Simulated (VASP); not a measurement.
Band structure of Hg4S3Se (ordered alloy cell). All values below come from PBEsol GGA, VASP's PBE PAW potentials (set 64) (plane waves; VASP).

Unless said otherwise, spin-orbit coupling is left out, though it shifts the bands of the heavy elements here.

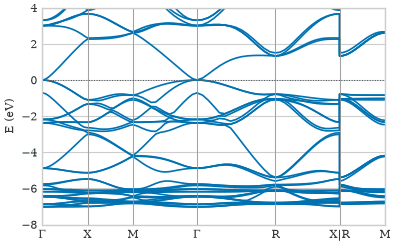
Fig. 1. Bands along high-symmetry lines, zero at the valence-band maximum or, without a gap, the Fermi level

### Question
Read the plot: is there a gap, and where are the band edges?

### Answer
It has no gap at this level: it comes out as a metal or semimetal. (Edges off the drawn lines would not show.)

The structure was generated: Hg4S3Se was put into an ordered model structure (P-43m), which need not be its known phase. It was relaxed first.
